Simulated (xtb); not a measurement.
**Run report: C$_{3}$H$_{4}$Se, geometry relaxation (part 1 of 3)**

- system: C$_{3}$H$_{4}$Se
- method: GFN2-xTB (xtb 6.7.1 later snapshot)

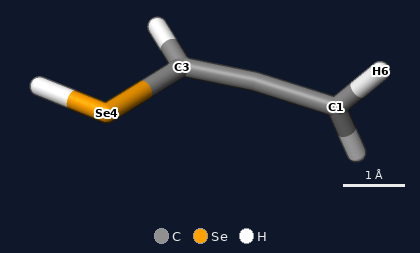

Figure 1. The starting structure (stick view, seen at a tilt; atoms are numbered from 1 in the order of the input).

The input (input.xyz)
```
8

C     -0.486060     1.715230    -0.440510
C      0.022890     0.492130     0.016630
C      0.361560    -0.636380     0.364340
Se     0.091800    -2.221040    -0.655380
H     -1.415790     2.068770    -0.117020
H      0.203710     2.365210    -1.050010
H      0.818100    -0.776950     1.272370
H      0.374580    -3.045760     0.461270
```

Command:
```bash
xtb input.xyz --gfn2 --opt sloppy > input.out 2> xtb.err
```

The program's output
```
* xtb version 6.7.1
   ID    Z sym.   atoms
    1    6 C      1-3
    2   34 Se     4
    3    1 H      5-8

           -------------------------------------------------
          |                Calculation Setup                |
           -------------------------------------------------

          program call               : xtb input.xyz --gfn2 --opt sloppy
          coordinate file            : input.xyz
          omp threads                :                     1

           -------------------------------------------------
          |                 G F N 2 - x T B                 |
           -------------------------------------------------

      * Hamiltonian:
        H0-scaling (s, p, d)           1.850000    2.230000    2.230000
        zeta-weighting                 0.500000
      * Dispersion:
        s8                             2.700000
        a1                             0.520000
        a2                             5.000000
        s9                             5.000000
      * Repulsion:
        kExp                           1.500000    1.000000
        rExp                           1.000000
      * Coulomb:
        alpha                          2.000000
        third order                    shell-resolved
        anisotropic                    true
        a3                             3.000000
        a5                             4.000000
        cn-shift                       1.200000
        cn-exp                         4.000000
        max-rad                        5.000000

          ...................................................
          :                      SETUP                      :
          :.................................................:
          :  # basis functions                  26          :
          :  # atomic orbitals                  25          :
          :  # shells                           13          :
          :  # electrons                        22          :
          :  max. iterations                   250          :
          :  Hamiltonian                  GFN2-xTB          :
          :  restarted?                      false          :
          :  GBSA solvation                  false          :
          :  PC potential                    false          :
          :  electronic temp.          300.0000000     K    :
          :  accuracy                    1.0000000          :
          :  -> integral cutoff          0.2500000E+02      :
          :  -> integral neglect         0.1000000E-07      :
          :  -> SCF convergence          0.1000000E-05 Eh   :
          :  -> wf. convergence          0.1000000E-03 e    :
          :  Broyden damping             0.4000000          :
          :  net charge                          0          :
          :  unpaired electrons                  0          :
          ...................................................

 iter      E             dE          RMSdq      gap      omega  full diag
   1    -11.7055617 -0.117056E+02  0.667E+00    3.61       0.0  T
   2    -11.7147832 -0.922146E-02  0.444E+00    3.37       1.0  T
   3    -11.6794903  0.352929E-01  0.277E+00    3.09       1.0  T
   4    -11.7225832 -0.430929E-01  0.834E-01    3.24       1.0  T
   5    -11.7263080 -0.372483E-02  0.300E-01    3.19       1.0  T
   6    -11.7263047  0.327895E-05  0.584E-02    3.20       1.0  T
   7    -11.7263155 -0.108181E-04  0.210E-02    3.20       1.7  T
   8    -11.7263153  0.211419E-06  0.772E-03    3.20       4.6  T
   9    -11.7263156 -0.325336E-06  0.304E-03    3.20      11.6  T
  10    -11.7263156 -0.137799E-08  0.530E-04    3.20      66.7  T
  11    -11.7263156 -0.378035E-09  0.311E-04    3.20     113.9  T

   *** convergence criteria satisfied after 11 iterations ***

         #    Occupation            Energy/Eh            Energy/eV
      -------------------------------------------------------------
         1        2.0000           -0.7505601             -20.4238
       ...           ...                  ...                  ...
         5        2.0000           -0.5059638             -13.7680
         6        2.0000           -0.4973548             -13.5337
         7        2.0000           -0.4765643             -12.9680
         8        2.0000           -0.4638715             -12.6226
         9        2.0000           -0.4391291             -11.9493
        10        2.0000           -0.3930533             -10.6955
        11        2.0000           -0.3707261             -10.0880 (HOMO)
        12                         -0.2532767              -6.8920 (LUMO)
        13                         -0.2010839              -5.4718
        14                         -0.1941593              -5.2833
        15                         -0.0975816              -2.6553
        16                         -0.0161360              -0.4391
       ...                                ...                  ...
        25                          1.1593024              31.5462
      -------------------------------------------------------------
                  HL-Gap            0.1174494 Eh            3.1960 eV
             Fermi-level           -0.3120014 Eh           -8.4900 eV

 SCC (total)                   0 d,  0 h,  0 min,  0.003 sec
 SCC setup                      ...        0 min,  0.000 sec (  1.844%)
 Dispersion                     ...        0 min,  0.000 sec (  1.019%)
 classical contributions        ...        0 min,  0.000 sec (  0.192%)
 integral evaluation            ...        0 min,  0.000 sec ( 13.402%)
 iterations                     ...        0 min,  0.002 sec ( 57.530%)
 molecular gradient             ...        0 min,  0.001 sec ( 23.360%)
 printout                       ...        0 min,  0.000 sec (  2.344%)

         :::::::::::::::::::::::::::::::::::::::::::::::::::::
         ::                     SUMMARY                     ::
         :::::::::::::::::::::::::::::::::::::::::::::::::::::
         :: total energy             -11.523312691103 Eh    ::
         :: gradient norm              0.246088808359 Eh/a0 ::
         :: HOMO-LUMO gap              3.195960914735 eV    ::
         ::.................................................::
         :: SCC energy               -11.726316252122 Eh    ::
         :: -> isotropic ES            0.003418794403 Eh    ::
         :: -> anisotropic ES          0.000160070612 Eh    ::
         :: -> anisotropic XC          0.010064625415 Eh    ::
         :: -> dispersion             -0.004198776231 Eh    ::
         :: repulsion energy           0.203003561019 Eh    ::
         :: add. restraining           0.000000000000 Eh    ::
         :: total charge               0.000000000000 e     ::
         :::::::::::::::::::::::::::::::::::::::::::::::::::::

      -----------------------------------------------------------
     |                   =====================                   |
     |                        A N C O P T                        |
     |                   =====================                   |
     |               Approximate Normal Coordinate               |
     |                Rational Function Optimizer                |
      -----------------------------------------------------------

          ...................................................
          :                      SETUP                      :
          :.................................................:
          :   optimization level            sloppy          :
          :   max. optcycles                   200          :
          :   ANC micro-cycles                  20          :
          :   degrees of freedom                18          :
          :.................................................:
          :   RF solver                   davidson          :
          :   write xtbopt.log                true          :
          :   linear?                        false          :
          :   energy convergence         0.1000000E-03 Eh   :
          :   grad. convergence          0.6000000E-02 Eh/α :
          :   maximum RF displ.          1.0000000          :
          :   Hlow (freq-cutoff)         0.1000000E-01      :
          :   Hmax (freq-cutoff)         5.0000000          :
          :   S6 in model hess.         20.0000000          :
          ...................................................

generating ANC from exact Hessian ...
Using Lindh-Hessian (1995)
 Shifting diagonal of input Hessian by    9.5254232774157881E-003
 Lowest  eigenvalues of input Hessian
    0.000000    0.000000    0.000000    0.000000    0.000000    0.000000
    0.010000    0.011034    0.011579    0.014689    0.017767    0.021632
    0.051566    0.101172    0.166039    0.213716    0.302611    0.387200
 Highest eigenvalues
    0.601675    0.617904    1.128700    1.284940    1.316082    2.412151

........................................................................
.............................. CYCLE    1 ..............................
........................................................................

 iter      E             dE          RMSdq      gap      omega  full diag
   1    -11.7263156 -0.117263E+02  0.511E-05    3.20       0.0  T
   2    -11.7263156  0.275691E-11  0.394E-05    3.20     897.5  T
   3    -11.7263156 -0.684608E-11  0.256E-05    3.20    1381.1  T
     SCC iter.                  ...        0 min,  0.001 sec
     gradient                   ...        0 min,  0.001 sec
 * total energy  :   -11.5233127 Eh     change       -0.3053771E-09 Eh
   gradient norm :     0.2460906 Eh/α   predicted     0.0000000E+00 (-100.00%)
   displ. norm   :     0.2039374 α      lambda       -0.3624048E-01
   maximum displ.:     0.1192058 α      in ANC's #13, #18, #16, ...

........................................................................
.............................. CYCLE    2 ..............................
........................................................................

 iter      E             dE          RMSdq      gap      omega  full diag
   1    -11.7331626 -0.117332E+02  0.728E-01    3.42       0.0  T
   2    -11.7335369 -0.374278E-03  0.590E-01    3.35       1.0  T
   3    -11.7341789 -0.642067E-03  0.217E-01    3.39       1.0  T
   4    -11.7342565 -0.775463E-04  0.847E-02    3.38       1.0  T
   5    -11.7342639 -0.745708E-05  0.185E-02    3.38       1.9  T
   6    -11.7342639  0.438780E-07  0.872E-03    3.38       4.1  T
   7    -11.7342643 -0.381627E-06  0.259E-03    3.38      13.7  T
   8    -11.7342643 -0.158710E-08  0.762E-04    3.38      46.4  T
   9    -11.7342643 -0.200030E-09  0.234E-04    3.38     150.9  T
     SCC iter.                  ...        0 min,  0.001 sec
     gradient                   ...        0 min,  0.001 sec
 * total energy  :   -11.5448090 Eh     change       -0.2149629E-01 Eh
   gradient norm :     0.0435428 Eh/α   predicted    -0.1887388E-01 ( -12.20%)
   displ. norm   :     0.1106490 α      lambda       -0.2033728E-02
   maximum displ.:     0.0721606 α      in ANC's #1, #6, #13, ...

........................................................................
.............................. CYCLE    3 ..............................
........................................................................

 iter      E             dE          RMSdq      gap      omega  full diag
   1    -11.7384678 -0.117385E+02  0.212E-01    3.47       0.0  T
   2    -11.7384831 -0.152640E-04  0.126E-01    3.46       1.0  T
   3    -11.7384714  0.116643E-04  0.798E-02    3.46       1.0  T
   4    -11.7385025 -0.311062E-04  0.217E-02    3.46       1.6  T
   5    -11.7385025  0.901720E-09  0.896E-03    3.46       3.9  T
   6    -11.7385028 -0.271058E-06  0.525E-03    3.46       6.7  T
   7    -11.7385028 -0.333768E-07  0.180E-03    3.46      19.7  T
   8    -11.7385028 -0.181493E-08  0.464E-04    3.46      76.3  T
   9    -11.7385028 -0.120798E-09  0.869E-05    3.46     406.9  T
     SCC iter.                  ...        0 min,  0.001 sec
     gradient                   ...        0 min,  0.001 sec
 * total energy  :   -11.5458245 Eh     change       -0.1015487E-02 Eh
   gradient norm :     0.0117201 Eh/α   predicted    -0.1029314E-02 (   1.36%)
   displ. norm   :     0.0901003 α      lambda       -0.3566398E-03
   maximum displ.:     0.0648268 α      in ANC's #1, #3, #9, ...

........................................................................
.............................. CYCLE    4 ..............................
........................................................................

 iter      E             dE          RMSdq      gap      omega  full diag
   1    -11.7356430 -0.117356E+02  0.146E-01    3.45       0.0  T
   2    -11.7356439 -0.942461E-06  0.867E-02    3.45       1.0  T
   3    -11.7356337  0.101855E-04  0.433E-02    3.45       1.0  T
   4    -11.7356454 -0.117030E-04  0.587E-03    3.45       6.0  T
   5    -11.7356454  0.787123E-08  0.320E-03    3.45      11.0  T
   6    -11.7356455 -0.543078E-07  0.109E-03    3.45      32.4  T
   7    -11.7356455 -0.591371E-09  0.385E-04    3.45      91.8  T
   8    -11.7356455 -0.329923E-10  0.136E-04    3.45     260.3  T
     SCC iter.                  ...        0 min,  0.001 sec
     gradient                   ...        0 min,  0.001 sec
 * total energy  :   -11.5459784 Eh     change       -0.1539219E-03 Eh
   gradient norm :     0.0077677 Eh/α   predicted    -0.1797665E-03 (  16.79%)
   displ. norm   :     0.1563632 α      lambda       -0.5371212E-03
   maximum displ.:     0.0972946 α      in ANC's #3, #1, #5, ...

........................................................................
.............................. CYCLE    5 ..............................
........................................................................

 iter      E             dE          RMSdq      gap      omega  full diag
   1    -11.7312822 -0.117313E+02  0.305E-01    3.44       0.0  T
   2    -11.7312851 -0.286697E-05  0.184E-01    3.44       1.0  T
   3    -11.7312598  0.253217E-04  0.658E-02    3.43       1.0  T
   4    -11.7312886 -0.287951E-04  0.939E-03    3.44       3.8  T
   5    -11.7312885  0.184513E-07  0.552E-03    3.44       6.4  T
   6    -11.7312886 -0.322153E-07  0.217E-03    3.44      16.3  T
   7    -11.7312886  0.483286E-08  0.155E-03    3.44      22.9  T
   8    -11.7312886 -0.915387E-08  0.348E-04    3.44     101.7  T
   9    -11.7312886 -0.254570E-10  0.391E-05    3.44     905.2  T
     SCC iter.                  ...        0 min,  0.001 sec
     gradient                   ...        0 min,  0.001 sec
 * total energy  :   -11.5456458 Eh     change        0.3326308E-03 Eh
   gradient norm :     0.0129275 Eh/α   predicted    -0.2751283E-03 (-182.71%)
   displ. norm   :     0.1224635 α      lambda       -0.9154322E-03
   maximum displ.:     0.0788909 α      in ANC's #1, #3, #5, ...

........................................................................
.............................. CYCLE    6 ..............................
........................................................................

 iter      E             dE          RMSdq      gap      omega  full diag
   1    -11.7348670 -0.117349E+02  0.222E-01    3.45       0.0  T
   2    -11.7348679 -0.904932E-06  0.131E-01    3.45       1.0  T
   3    -11.7348643  0.356275E-05  0.267E-02    3.46       1.3  T
   4    -11.7348686 -0.428259E-05  0.581E-03    3.45       6.1  T
   5    -11.7348686  0.166650E-07  0.292E-03    3.45      12.1  T
   6    -11.7348686 -0.174931E-07  0.152E-03    3.45      23.3  T
   7    -11.7348686 -0.618866E-08  0.817E-04    3.45      43.3  T
   8    -11.7348686 -0.106542E-08  0.185E-04    3.45     191.4  T
     SCC iter.                  ...        0 min,  0.001 sec
     gradient                   ...        0 min,  0.001 sec
 * total energy  :   -11.5461019 Eh     change       -0.4561524E-03 Eh
   gradient norm :     0.0047454 Eh/α   predicted    -0.4645821E-03 (   1.85%)
   displ. norm   :     0.0560477 α      lambda       -0.8752074E-04
   maximum displ.:     0.0295637 α      in ANC's #5, #4, #1, ...

........................................................................
.............................. CYCLE    7 ..............................
........................................................................
```
